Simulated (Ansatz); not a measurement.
# Carbon, simple cubic under r²SCAN: structure, energy and stiffness, part 2 of 2

What does r²SCAN give for carbon in the simple cubic structure? We relax it, solve it on a dense k-mesh, switch on spin-orbit coupling, then scale the cell to 7 volumes from 88 to 112 % of the relaxed one and try a fit of the equation of state. The k-meshes are 16×16×16 for the relaxation; 29×29×29 for the dense run; 17×17×17 for spin-orbit coupling; 20×20×20 for the volumes.

Ansatz 0.2.0; DFT, r2SCAN, plane waves (500 eV) with PAW, scalar-relativistic.

## 4. With spin-orbit coupling

Contents of input.yaml:

```yaml
crystal:
  lattice:
    - [1.7699689494, 0.0, 0.0]
    - [0.0, 1.7699689494, 0.0]
    - [0.0, 0.0, 1.7699689494]
  atoms:
    - { symbol: C, position: [0.0, 0.0, 0.0] }
hamiltonian:
  xc: r2scan
  pseudopotentials:
    kind: paw_fr
    azcp:
      C: "pseudopotentials/C.paw.azcp"
basis:
  ecutwfc: 500
  fft_grid_basis: typed
kpoints:
  mp_grid: { grid: [17, 17, 17], shift: [0, 0, 0] }
magnetization:
  noncollinear: true
  spin_orbit: true
scf:
  occupations: { method: fermi_dirac, width: 0.1 }
```

The run is started by

```
ansatz run input.yaml --threads 1 --pin off --max-ram 3584MiB --backend cpu --events-out ev --progress --plain --runs-dir out
```

Log (excerpt; [...] marks lines left out):

```text
[...]
Pseudopotentials: kind: paw_fr
Pseudopotential: C, paw_fr, valence charge 4, recommended cutoff 500 eV (meta_gga), <dir>
Functional definition: r2SCAN
[...]
non-collinear run that drives no moment, with spin-orbit: no starting moment large enough to seed its density (crystal.atoms[].spin), no starting occupations that ask for one, no magnetisation constraint and no magnetic field, so the semilocal B_xc is pinned to zero
Crystal: 1 atoms, lattice volume = 5.545 Å³
Basis set: ecut = 500 eV, 147 PW (Γ), exchange–correlation on 60×60×60 points (64 copies of the dense FFT grid, shifted against one another)
Bands: 12, of which v1, the nominal top of the filled ones, is band 4 counted from 1 (3 counted from 0)
Symmetry: 48 space group operations + 48 with time reversal
Magnetic group: BNS 221.93 (UNI 1595), of the structure as read, at distance tolerance 1.8e-5 Å
k-points: 165 of 4913
Projection manifold: j_resolved (fully-relativistic pseudo-atomic orbitals)
[...]
SCF iter   1: F=—  HF=-248.588066 eV  |F-HF|=—  |Δ(HF+E_count)|=         —  Δρ=5.35e-2  dr2=8.15e-2  dr2_τ=1.88e-2  dr2_m=0.00e0 (ungated)  ethr=2.04e-3  |M|=0.00e0 ∫|m|=0.00e0 μB  |m|>n=0.0e0 m-floor=0.0e0 τ_xc=0.0e0  β_m=0.30  ⟨swp⟩=1.4  Hψ=7674  notcnv=0
[...]
SCF iter   6: F=-248.740674 eV  HF=-248.740674 eV  |F-HF|=3.43e-10  |Δ(HF+E_count)|=   1.15e-8  Δρ=3.85e-6  dr2=2.56e-10  dr2_τ=5.97e-12  dr2_m=0.00e0 (ungated)  ethr=7.58e-10  |M|=0.00e0 ∫|m|=0.00e0 μB  |m|>n=0.0e0 m-floor=0.0e0 τ_xc=0.0e0  ⟨swp⟩=1.0  Hψ=2791  notcnv=0
[...]
SCF converged after 6 iterations
Magnetization: |M| = 0.0000 μB,  M = (+0.0000, +0.0000, +0.0000) μB
Absolute magnetization: 0.0000 μB (∫|m|)
  site 0: m = (+0.0000, +0.0000, +0.0000) μB, |m| = 0.0000 μB  (R = 0.73 Å)
Free energy (F): -248.740674 eV
[...]
E sigma→0 (E₀):  -248.736910 eV
Entropy (-TS):   -0.007529 eV (-7.529 meV/atom)
Fermi energy:    14.648690 eV
[...]
```

It took 7.3 s on 1 thread of Intel Xeon Platinum 8259CL at 2.50GHz (Skylake/Cascade Lake), shared host; peak memory 0.4 GiB.

Side by side:

```
                          scalar-relativistic      with spin-orbit coupling
         k-mesh                      29×29×29                      17×17×17
gap on the mesh  none (levels filled in part)  none (levels filled in part)
```

The meshes differ, so small differences between the columns need not come from spin-orbit coupling.

## 5. Equation of state: 88 %

Contents of input.yaml:

```yaml
crystal:
  lattice:
    - [1.6961328741, 0.0, 0.0]
    - [0.0, 1.6961328741, 0.0]
    - [0.0, 0.0, 1.6961328741]
  atoms:
    - { symbol: C, position: [0.0, 0.0, 0.0] }
hamiltonian:
  xc: r2scan
  pseudopotentials:
    kind: paw
    azcp:
      C: "pseudopotentials/C.paw.azcp"
basis:
  ecutwfc: 500
  fft_grid_basis: typed
kpoints:
  mp_grid: { grid: [20, 20, 20], shift: [0, 0, 0] }
magnetization:
  spin_polarized: false
scf:
  occupations: { method: fermi_dirac, width: 0.1 }
  lower_state_search: "off"
output:
  stress: true
```

The run is started by

```
ansatz run input.yaml --threads 1 --pin off --max-ram 3584MiB --backend cpu --events-out ev --progress --plain --runs-dir out
```

Log (excerpt; [...] marks lines left out):

```text
[...]
[... 3 set-up lines as earlier in the session ...]
[...]
Crystal: 1 atoms, lattice volume = 4.880 Å³
Basis set: ecut = 500 eV, 123 PW (Γ), exchange–correlation on 60×60×60 points (64 copies of the dense FFT grid, shifted against one another)
Bands: 6, of which v1, the nominal top of the filled ones, is band 2 counted from 1 (1 counted from 0)
[... 1 set-up line as earlier in the session ...]
Space group: Pm-3m (ITA 221), of the structure as read, at distance tolerance 1.7e-5 Å
k-points: 286 of 8000
[...]
SCF iter   1: F=-248.624169 eV  HF=-248.575414 eV  |F-HF|=4.88e-2  |Δ(HF+E_count)|=         —  Δρ=7.52e-3  dr2=4.98e-4  dr2_τ=1.23e-1  ethr=1.77e-3  ⟨swp⟩=4.9  Hψ=13900  notcnv=0
[...]
SCF iter   6: F=-248.626103 eV  HF=-248.626103 eV  |F-HF|=4.73e-11  |Δ(HF+E_count)|=   8.97e-9  Δρ=7.75e-7  dr2=7.96e-12  dr2_τ=2.63e-12  ethr=1.72e-10  ⟨swp⟩=1.1  Hψ=4873  notcnv=0
[...]
SCF converged after 6 iterations
Free energy (F): -248.626103 eV
[...]
E sigma→0 (E₀):  -248.620606 eV
Entropy (-TS):   -0.010994 eV (-10.994 meV/atom)
Fermi energy:    17.300276 eV
[...]
--- Stress (GPa, compression-positive) ---
       58.615178       0.000000       0.000000
        0.000000      58.615178       0.000000
        0.000000       0.000000      58.615178
  P = ⅓ Tr σ = 58.6152 GPa (586.152 kbar)
```

Wall time 3.3 s (1 thread of Intel Xeon Platinum 8259CL at 2.50GHz (Skylake/Cascade Lake), shared host); peak memory 0.46 GiB.

## 6. Equation of state: 92 %

input.yaml, as its differences from that of step 5:

```diff
@@ -2,5 +2,5 @@
   lattice:
-    - [1.6961328741, 0.0, 0.0]
-    - [0.0, 1.6961328741, 0.0]
-    - [0.0, 0.0, 1.6961328741]
+    - [1.7214520229, 0.0, 0.0]
+    - [0.0, 1.7214520229, 0.0]
+    - [0.0, 0.0, 1.7214520229]
   atoms:
```

The run is started by

```
ansatz run input.yaml --threads 1 --pin off --max-ram 3584MiB --backend cpu --events-out ev --progress --plain --runs-dir out
```

Log (excerpt; [...] marks lines left out):

```text
[...]
[... 3 set-up lines as earlier in the session ...]
[...]
Crystal: 1 atoms, lattice volume = 5.101 Å³
Basis set: ecut = 500 eV, 123 PW (Γ), exchange–correlation on 60×60×60 points (64 copies of the dense FFT grid, shifted against one another)
Bands: 6, of which v1, the nominal top of the filled ones, is band 2 counted from 1 (1 counted from 0)
[... 2 set-up lines as earlier in the session ...]
k-points: 286 of 8000
[...]
SCF iter   1: F=-248.690108 eV  HF=-248.644391 eV  |F-HF|=4.57e-2  |Δ(HF+E_count)|=         —  Δρ=7.50e-3  dr2=5.02e-4  dr2_τ=1.02e-1  ethr=1.77e-3  ⟨swp⟩=4.9  Hψ=13935  notcnv=0
[...]
SCF iter   6: F=-248.691961 eV  HF=-248.691961 eV  |F-HF|=3.37e-11  |Δ(HF+E_count)|=   4.95e-9  Δρ=1.34e-6  dr2=3.76e-11  dr2_τ=3.69e-12  ethr=8.35e-11  ⟨swp⟩=1.0  Hψ=4843  notcnv=0
[...]
SCF converged after 6 iterations
Free energy (F): -248.691961 eV
[...]
E sigma→0 (E₀):  -248.686524 eV
Entropy (-TS):   -0.010874 eV (-10.874 meV/atom)
Fermi energy:    16.276958 eV
[...]
--- Stress (GPa, compression-positive) ---
       37.201275       0.000000       0.000000
        0.000000      37.201275       0.000000
        0.000000       0.000000      37.201275
  P = ⅓ Tr σ = 37.2013 GPa (372.013 kbar)
```

Run time: 3.2 s. Hardware: 1 thread of Intel Xeon Platinum 8259CL at 2.50GHz (Skylake/Cascade Lake), shared host; peak memory 0.45 GiB.

## 7. Equation of state: 96 %

input.yaml, as its differences from that of step 6:

```diff
@@ -2,5 +2,5 @@
   lattice:
-    - [1.7214520229, 0.0, 0.0]
-    - [0.0, 1.7214520229, 0.0]
-    - [0.0, 0.0, 1.7214520229]
+    - [1.7460475177, 0.0, 0.0]
+    - [0.0, 1.7460475177, 0.0]
+    - [0.0, 0.0, 1.7460475177]
   atoms:
```

The run is started by

```
ansatz run input.yaml --threads 1 --pin off --max-ram 3584MiB --backend cpu --events-out ev --progress --plain --runs-dir out
```

Log (excerpt; [...] marks lines left out):

```text
[...]
[... 3 set-up lines as earlier in the session ...]
[...]
Crystal: 1 atoms, lattice volume = 5.323 Å³
Basis set: ecut = 500 eV, 147 PW (Γ), exchange–correlation on 60×60×60 points (64 copies of the dense FFT grid, shifted against one another)
Bands: 6, of which v1, the nominal top of the filled ones, is band 2 counted from 1 (1 counted from 0)
[... 2 set-up lines as earlier in the session ...]
k-points: 286 of 8000
[...]
SCF iter   1: F=-248.729033 eV  HF=-248.686266 eV  |F-HF|=4.28e-2  |Δ(HF+E_count)|=         —  Δρ=7.46e-3  dr2=5.09e-4  dr2_τ=8.46e-2  ethr=1.77e-3  ⟨swp⟩=5.0  Hψ=14026  notcnv=0
[...]
SCF iter   6: F=-248.730785 eV  HF=-248.730785 eV  |F-HF|=1.45e-9  |Δ(HF+E_count)|=   1.86e-8  Δρ=6.73e-6  dr2=1.03e-9  dr2_τ=1.11e-10  ethr=2.47e-10  ⟨swp⟩=1.0  Hψ=4851  notcnv=0
[...]
SCF converged after 6 iterations
Free energy (F): -248.730785 eV
[...]
E sigma→0 (E₀):  -248.725421 eV
Entropy (-TS):   -0.010729 eV (-10.729 meV/atom)
Fermi energy:    15.350870 eV
[...]
--- Stress (GPa, compression-positive) ---
       19.432196       0.000000       0.000000
        0.000000      19.432196       0.000000
        0.000000      -0.000000      19.432196
  P = ⅓ Tr σ = 19.4322 GPa (194.322 kbar)
```

Wall time 2.8 s (1 thread of Intel Xeon Platinum 8259CL at 2.50GHz (Skylake/Cascade Lake), shared host); peak memory 0.45 GiB.

## 8. Equation of state: 100 %

input.yaml, as its differences from that of step 7:

```diff
@@ -2,5 +2,5 @@
   lattice:
-    - [1.7460475177, 0.0, 0.0]
-    - [0.0, 1.7460475177, 0.0]
-    - [0.0, 0.0, 1.7460475177]
+    - [1.7699689494, 0.0, 0.0]
+    - [0.0, 1.7699689494, 0.0]
+    - [0.0, 0.0, 1.7699689494]
   atoms:
@@ -25 +25,5 @@
   stress: true
+  write_density: true
+  write_potential: true
+  elf: true
+  volumetric_format: npy
```

The run is started by

```
ansatz run input.yaml --threads 1 --pin off --max-ram 3584MiB --backend cpu --events-out ev --progress --plain --runs-dir out
```

Log (excerpt; [...] marks lines left out):

```text
[...]
[... 3 set-up lines as earlier in the session ...]
[...]
Crystal: 1 atoms, lattice volume = 5.545 Å³
Basis set: ecut = 500 eV, 147 PW (Γ), exchange–correlation on 60×60×60 points (64 copies of the dense FFT grid, shifted against one another)
Bands: 6, of which v1, the nominal top of the filled ones, is band 2 counted from 1 (1 counted from 0)
[... 2 set-up lines as earlier in the session ...]
k-points: 286 of 8000
[...]
SCF iter   1: F=-248.745396 eV  HF=-248.705476 eV  |F-HF|=3.99e-2  |Δ(HF+E_count)|=         —  Δρ=7.48e-3  dr2=5.35e-4  dr2_τ=7.05e-2  ethr=1.77e-3  ⟨swp⟩=5.0  Hψ=14055  notcnv=0
[...]
SCF iter   6: F=-248.747081 eV  HF=-248.747081 eV  |F-HF|=5.43e-9  |Δ(HF+E_count)|=   8.70e-8  Δρ=1.29e-5  dr2=4.24e-9  dr2_τ=3.63e-10  ethr=1.34e-9  ⟨swp⟩=4.6  Hψ=7272  notcnv=0
[...]
SCF converged after 6 iterations
Free energy (F): -248.747081 eV
[...]
E sigma→0 (E₀):  -248.741879 eV
Entropy (-TS):   -0.010403 eV (-10.403 meV/atom)
Fermi energy:    14.509193 eV
[...]
--- Stress (GPa, compression-positive) ---
        4.539303      -0.000000       0.000000
        0.000000       4.539303      -0.000000
        0.000000       0.000000       4.539303
  P = ⅓ Tr σ = 4.5393 GPa (45.393 kbar)
--- Band table (eV; the first three rows and the last of 286) ---
  k-point 0: bands = ["-8.8053", "24.6827", "24.6827", "24.6827", "41.1522", "41.1522"]
[...]
```

Wall time 5.4 s (1 thread of Intel Xeon Platinum 8259CL at 2.50GHz (Skylake/Cascade Lake), shared host); peak memory 0.47 GiB.

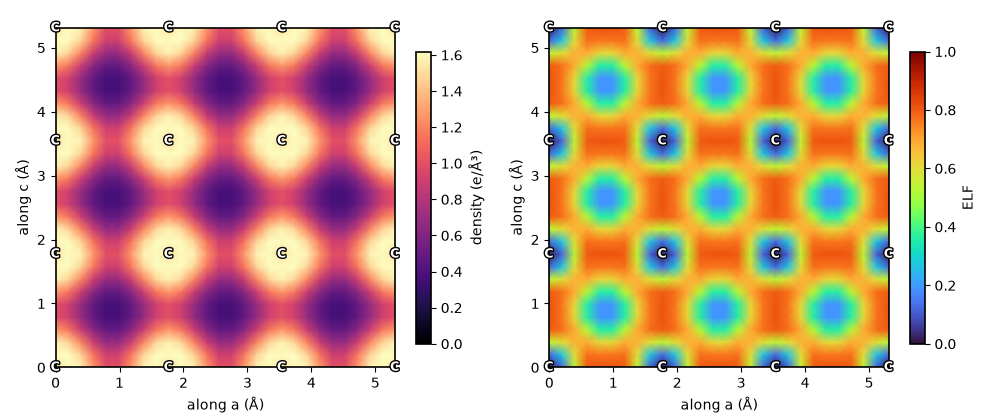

Density (left) and ELF (right) in a lattice plane of the grid's cell (edges 1.77 and 1.77 Å, at 0.000 of the third edge), which holds C. Only atoms in the plane are labelled. Both are smooth fields of the valence electrons: close to the nuclei they are not physical.

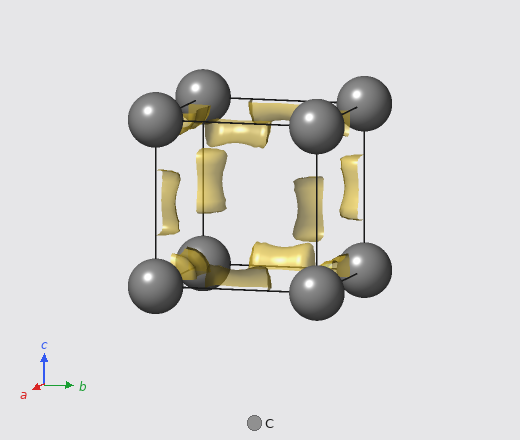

Surface of ELF = 0.75, drawn in one cell.

The highest ELF values outside the cores: 0.81 on the C–C line, 0.8 Å from C.

## 9. Equation of state: 104 %

input.yaml, as its differences from that of step 8:

```diff
@@ -2,5 +2,5 @@
   lattice:
-    - [1.7699689494, 0.0, 0.0]
-    - [0.0, 1.7699689494, 0.0]
-    - [0.0, 0.0, 1.7699689494]
+    - [1.7932606855, 0.0, 0.0]
+    - [0.0, 1.7932606855, 0.0]
+    - [0.0, 0.0, 1.7932606855]
   atoms:
```

The run is started by

```
ansatz run input.yaml --threads 1 --pin off --max-ram 3584MiB --backend cpu --events-out ev --progress --plain --runs-dir out
```

Log (excerpt; [...] marks lines left out):

```text
[...]
[... 3 set-up lines as earlier in the session ...]
[...]
Crystal: 1 atoms, lattice volume = 5.767 Å³
Basis set: ecut = 500 eV, 147 PW (Γ), exchange–correlation on 60×60×60 points (64 copies of the dense FFT grid, shifted against one another)
Bands: 6, of which v1, the nominal top of the filled ones, is band 2 counted from 1 (1 counted from 0)
[... 2 set-up lines as earlier in the session ...]
k-points: 286 of 8000
[...]
SCF iter   1: F=-248.742836 eV  HF=-248.705587 eV  |F-HF|=3.72e-2  |Δ(HF+E_count)|=         —  Δρ=7.51e-3  dr2=5.87e-4  dr2_τ=5.89e-2  ethr=1.77e-3  ⟨swp⟩=5.0  Hψ=14033  notcnv=0
[...]
SCF iter   6: F=-248.744438 eV  HF=-248.744438 eV  |F-HF|=5.93e-9  |Δ(HF+E_count)|=   8.70e-8  Δρ=1.32e-5  dr2=4.84e-9  dr2_τ=3.73e-10  ethr=1.40e-9  ⟨swp⟩=4.6  Hψ=7281  notcnv=0
[...]
SCF converged after 6 iterations
Free energy (F): -248.744438 eV
[...]
E sigma→0 (E₀):  -248.739371 eV
Entropy (-TS):   -0.010134 eV (-10.134 meV/atom)
Fermi energy:    13.740230 eV
[...]
--- Stress (GPa, compression-positive) ---
       -7.987699       0.000000       0.000000
        0.000000      -7.987699       0.000000
        0.000000       0.000000      -7.987699
  P = ⅓ Tr σ = -7.9877 GPa (-79.877 kbar)
--- Band table (eV; the first three rows and the last of 286) ---
  k-point 0: bands = ["-8.9533", "23.6008", "23.6008", "23.6008", "40.0072", "40.0072"]
[...]
```

It took 5.7 s on 1 thread of Intel Xeon Platinum 8259CL at 2.50GHz (Skylake/Cascade Lake), shared host; peak memory 0.46 GiB.

## 10. Equation of state: 108 %

input.yaml, as its differences from that of step 9:

```diff
@@ -2,5 +2,5 @@
   lattice:
-    - [1.7932606855, 0.0, 0.0]
-    - [0.0, 1.7932606855, 0.0]
-    - [0.0, 0.0, 1.7932606855]
+    - [1.8159625979, 0.0, 0.0]
+    - [0.0, 1.8159625979, 0.0]
+    - [0.0, 0.0, 1.8159625979]
   atoms:
@@ -25,5 +25 @@
   stress: true
-  write_density: true
-  write_potential: true
-  elf: true
-  volumetric_format: npy
```

The run is started by

```
ansatz run input.yaml --threads 1 --pin off --max-ram 3584MiB --backend cpu --events-out ev --progress --plain --runs-dir out
```

Log (excerpt; [...] marks lines left out):

```text
[...]
[... 3 set-up lines as earlier in the session ...]
[...]
Crystal: 1 atoms, lattice volume = 5.989 Å³
Basis set: ecut = 500 eV, 147 PW (Γ), exchange–correlation on 60×60×60 points (64 copies of the dense FFT grid, shifted against one another)
Bands: 6, of which v1, the nominal top of the filled ones, is band 2 counted from 1 (1 counted from 0)
[... 2 set-up lines as earlier in the session ...]
k-points: 286 of 8000
[...]
SCF iter   1: F=-248.724411 eV  HF=-248.689726 eV  |F-HF|=3.47e-2  |Δ(HF+E_count)|=         —  Δρ=7.55e-3  dr2=6.67e-4  dr2_τ=4.94e-2  ethr=1.77e-3  ⟨swp⟩=5.0  Hψ=14104  notcnv=0
[...]
SCF iter   6: F=-248.725913 eV  HF=-248.725913 eV  |F-HF|=2.55e-9  |Δ(HF+E_count)|=   3.29e-8  Δρ=8.20e-6  dr2=2.06e-9  dr2_τ=1.58e-10  ethr=5.46e-10  ⟨swp⟩=1.0  Hψ=4839  notcnv=0
[...]
SCF converged after 6 iterations
Free energy (F): -248.725913 eV
[...]
E sigma→0 (E₀):  -248.720905 eV
Entropy (-TS):   -0.010015 eV (-10.015 meV/atom)
Fermi energy:    13.032530 eV
[...]
--- Stress (GPa, compression-positive) ---
      -18.446525       0.000000       0.000000
        0.000000     -18.446525       0.000000
        0.000000       0.000000     -18.446525
  P = ⅓ Tr σ = -18.4465 GPa (-184.465 kbar)
```

Run time: 3 s. Hardware: 1 thread of Intel Xeon Platinum 8259CL at 2.50GHz (Skylake/Cascade Lake), shared host; peak memory 0.45 GiB.

## 11. Equation of state: 112 %

input.yaml, as its differences from that of step 10:

```diff
@@ -2,5 +2,5 @@
   lattice:
-    - [1.8159625979, 0.0, 0.0]
-    - [0.0, 1.8159625979, 0.0]
-    - [0.0, 0.0, 1.8159625979]
+    - [1.838110666, 0.0, 0.0]
+    - [0.0, 1.838110666, 0.0]
+    - [0.0, 0.0, 1.838110666]
   atoms:
@@ -25 +25,5 @@
   stress: true
+  write_density: true
+  write_potential: true
+  elf: true
+  volumetric_format: npy
```

The run is started by

```
ansatz run input.yaml --threads 1 --pin off --max-ram 3584MiB --backend cpu --events-out ev --progress --plain --runs-dir out
```

Log (excerpt; [...] marks lines left out):

```text
[...]
[... 3 set-up lines as earlier in the session ...]
[...]
Crystal: 1 atoms, lattice volume = 6.210 Å³
Basis set: ecut = 500 eV, 171 PW (Γ), exchange–correlation on 60×60×60 points (64 copies of the dense FFT grid, shifted against one another)
Bands: 6, of which v1, the nominal top of the filled ones, is band 2 counted from 1 (1 counted from 0)
[... 2 set-up lines as earlier in the session ...]
k-points: 286 of 8000
[...]
SCF iter   1: F=-248.692765 eV  HF=-248.660511 eV  |F-HF|=3.23e-2  |Δ(HF+E_count)|=         —  Δρ=7.59e-3  dr2=7.76e-4  dr2_τ=4.14e-2  ethr=1.77e-3  ⟨swp⟩=5.0  Hψ=14049  notcnv=0
[...]
SCF iter   6: F=-248.694196 eV  HF=-248.694196 eV  |F-HF|=4.16e-10  |Δ(HF+E_count)|=   1.03e-9  Δρ=3.01e-6  dr2=3.04e-10  dr2_τ=2.70e-11  ethr=2.34e-11  ⟨swp⟩=3.6  Hψ=6703  notcnv=0
[...]
SCF converged after 6 iterations
Free energy (F): -248.694196 eV
[...]
E sigma→0 (E₀):  -248.689193 eV
Entropy (-TS):   -0.010007 eV (-10.007 meV/atom)
Fermi energy:    12.376520 eV
[...]
--- Stress (GPa, compression-positive) ---
      -27.092353       0.000000       0.000000
        0.000000     -27.092353       0.000000
        0.000000       0.000000     -27.092353
  P = ⅓ Tr σ = -27.0924 GPa (-270.924 kbar)
--- Band table (eV; the first three rows and the last of 286) ---
  k-point 0: bands = ["-9.2175", "21.6419", "21.6419", "21.6419", "37.9259", "37.9259"]
[...]
```

Wall time 4.7 s (1 thread of Intel Xeon Platinum 8259CL at 2.50GHz (Skylake/Cascade Lake), shared host); peak memory 0.46 GiB.

## 12. Fitting the volumes

All volumes keep the relaxed shape and fractional coordinates.

```
V (Å³/atom)  E − E₀ (meV/atom)  P from the stress (GPa)  P from the fit (GPa)
      4.880              122.4                    58.62                 58.55
      5.101               56.4                    37.20                 37.29
      5.323               17.5                    19.43                 19.51
      5.545                1.1                     4.54                  4.62
      5.767                3.6                    -7.99                 -7.89
      5.989               22.1                   -18.45                -18.40
      6.210               53.8                   -27.09                -27.23
```

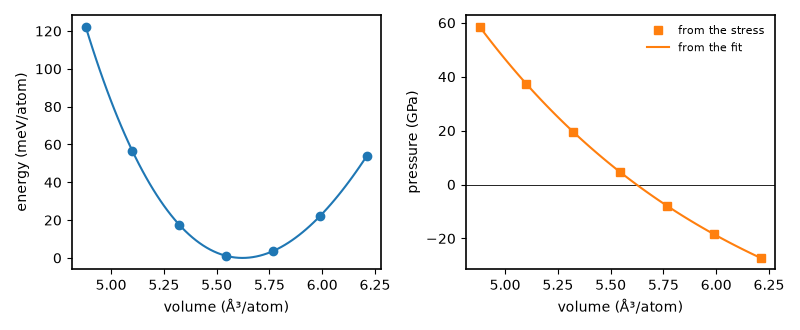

Energy and pressure against volume; the lines are the Birch-Murnaghan fit.

A third-order Birch-Murnaghan fit gives V₀ = 5.622 Å³/atom, B₀ = 325 GPa and B₀′ = 3.4; it misses no point by more than 0.04 meV/atom.

## 13. Results

The summary covers parts 1 to 2.

```
                      quantity                         value
space group (spins left aside)               Pm-3m (No. 221)
             conventional cell                   a = 1.770 Å
                        volume                 5.545 Å³/atom
             shortest distance                       1.770 Å
               gap on the mesh  none (levels filled in part)
          relative to graphite                +2923 meV/atom
                   V₀, B₀, B₀′   5.622 Å³/atom, 325 GPa, 3.4
```

From the guessed start the volume shrank by 22.4 % in 8 steps. It lies 2923 meV/atom above the element's reference form at the same level (graphite, from a run of its own), so it is far from stable. No gap shows: it is a metal or semimetal at this level. The total energy of the spin-orbit run (on a coarser mesh) lies +9 meV/atom from the scalar one; mesh and treatment of the core enter this figure, so it is no spin-orbit energy. The fitted modulus is 325 GPa, among the stiffest elements. The symmetry was held, so the structure may be unstable against distortions that break it.
